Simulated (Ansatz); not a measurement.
# CH2Cl2 (dichloromethane): PBE0/STO-3G

What is the electronic atomisation energy of CH2Cl2 (dichloromethane) at PBE0/STO-3G? 

Program for the calculation: Ansatz 0.2.0.

56 further runs of the same task are left out: 4 that didn't finish, 52 set aside as unsound or not needed.

## 1. The molecule

The species is CH2Cl2 (5 atoms), meant as a singlet with charge 0. As SMILES, `ClCCl`. The coordinates come from a PBE0-D4/def2-TZVP relaxation.

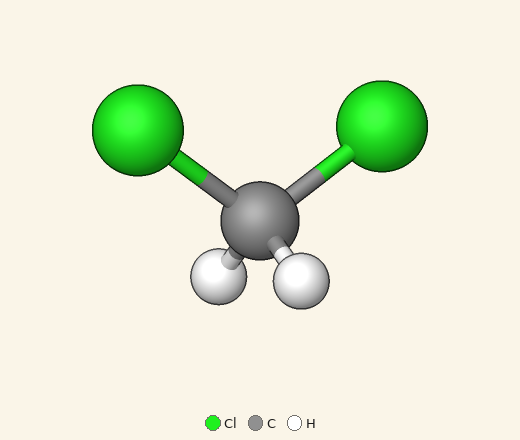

Viewed from a chosen angle; chlorine green, carbon grey, hydrogen white.

## 2. The energy at PBE0/STO-3G

Contents of input.yaml:

```yaml
crystal:
  periodic: [false, false, false]
  atoms:
    - {symbol: Cl, position_ang: [1.630750, -0.338670, 0.265360]}
    - {symbol: C, position_ang: [-0.101090, -0.082670, 0.062890]}
    - {symbol: Cl, position_ang: [-0.474220, 1.284450, -0.984760]}
    - {symbol: H, position_ang: [-0.525010, -0.976700, -0.384090]}
    - {symbol: H, position_ang: [-0.530410, 0.113600, 1.040610]}
basis:
  gaussian: {orbitals: STO-3G}
hamiltonian: {xc: pbe0}
accuracy: high
```

Launch:

```
ansatz run input.yaml --threads 1 --pin off --max-ram 3480MiB --events-out events.jsonl --progress --plain --runs-dir runs
```

The log of the run:

```text
Warning: RAYON_NUM_THREADS=1 ignored (pool sized by the plan → 1); use --threads N
Functional definition: PBE0
  name "PBE0"
  parameter a = 0.25
  parameter kappa = 0.804
  parameter beta = 0.06672455060314922
  exchange = (1 - a)*pbe_x(kappa = kappa, mu = beta*pi^2/3) + a*exact_x
  correlation = pbe_c(beta = beta)
457 factors; integrals over basis functions are off by at most 2.8e-9 eV
mean field evaluation 1: about -25818.5514 eV, gradient 2.4e1 eV
mean field evaluation 2: about -25817.7889 eV, gradient 3.1e1 eV
mean field evaluation 4: about -25820.6463 eV, gradient 4.2e-2 eV
mean field evaluation 8: about -25820.6554 eV, gradient 4.3e-4 eV
mean field -25820.65543361 eV, -948.8915853162 hartree, gradient 6.2e-9 eV, S^2 0.000000; 0 other end points of the search recorded, 0 dependent functions left out
reference -25820.65543494 eV, -948.8915853650 hartree; 21, 21 occupied and 4, 4 virtual orbitals, 457 factors
Total energy: -25820.65543494 eV, -948.8915853650 hartree
```

Run time: 1.2 s. Hardware: 1 thread of Intel Xeon Platinum 8375C at 2.90GHz (Ice Lake), shared host; peak memory 0.12 GiB.

## 3. The C atom, same level

Contents of run.yaml:

```yaml
crystal:
  periodic: [false, false, false]
  atoms:
    - symbol: C
      position_ang: [0.000000, 0.000000, 0.000000]
basis:
  gaussian: {orbitals: STO-3G}
magnetization: {spin_polarized: true, initial_magnetization: 2}
hamiltonian: {xc: {name: PBE0}}
accuracy: high
```

Run the same way, it converges to -37.30347 Eh (log not shown).

## 4. The Cl atom

Contents of run.yaml:

```yaml
basis:
  gaussian:
    orbitals: STO-3G
crystal:
  periodic: [false, false, false]
  atoms:
    - symbol: Cl
      position_ang: [0.000000, 0.000000, 0.000000]
total_charge: 0
magnetization:
  spin_polarized: true
  initial_magnetization: 1
hamiltonian:
  xc: pbe0
accuracy: high
```

Launch:

```
ansatz run run.yaml --threads 1 --pin off --max-ram 3480MiB --events-out events.jsonl --progress --plain --runs-dir runs
```

The log of the run (excerpt; [...] marks lines left out):

```text
Warning: RAYON_NUM_THREADS=1 ignored (pool sized by the plan → 1); use --threads N
[... 7 set-up lines as earlier in the session ...]
42 factors; integrals over basis functions are off by at most 1.8e-9 eV
mean field evaluation 1: about -12380.8808 eV, gradient 2.2e-1 eV
mean field evaluation 2: about -12380.8809 eV, gradient 4.0e-3 eV
mean field evaluation 4: about -12380.8821 eV, gradient 3.9e-8 eV
mean field -12380.88213505 eV, -454.9890263996 hartree, gradient 1.7e-8 eV, S^2 0.750000; 0 other end points of the search recorded, 0 dependent functions left out
reference -12380.88213576 eV, -454.9890264257 hartree; 9, 8 occupied and 0, 1 virtual orbitals, 42 factors
Total energy: -12380.88213576 eV, -454.9890264257 hartree
```

Wall time 0.28 s (1 thread of Intel Xeon Platinum 8375C at 2.90GHz (Ice Lake), shared host).

## 5. The H atom

Contents of in.yaml:

```yaml
crystal:
  periodic: [false, false, false]
  atoms:
    - {symbol: H, position_ang: [0.000000, 0.000000, 0.000000]}
basis:
  gaussian: {orbitals: STO-3G}
magnetization: {spin_polarized: true, initial_magnetization: 1}
hamiltonian: {xc: pbe0}
accuracy: high
```

Run the same way, it converges to -0.46651 Eh (log not shown).

## 6. Summary of results

Level: PBE0/STO-3G.

```
                     quantity          value
       molecule: total energy  -948.89159 Eh
         C atom: total energy   -37.30347 Eh
                 C atom: ⟨S²⟩          2.000
        Cl atom: total energy  -454.98903 Eh
                Cl atom: ⟨S²⟩          0.750
         H atom: total energy    -0.46651 Eh
                 H atom: ⟨S²⟩          0.750
electronic atomisation energy      18.423 eV
```

In words: Taking the molecule apart into free atoms costs 18.42 eV (425 kcal/mol), before zero-point energy and without spin-orbit coupling. In a minimal basis such a difference can be off by several eV, whatever the method.
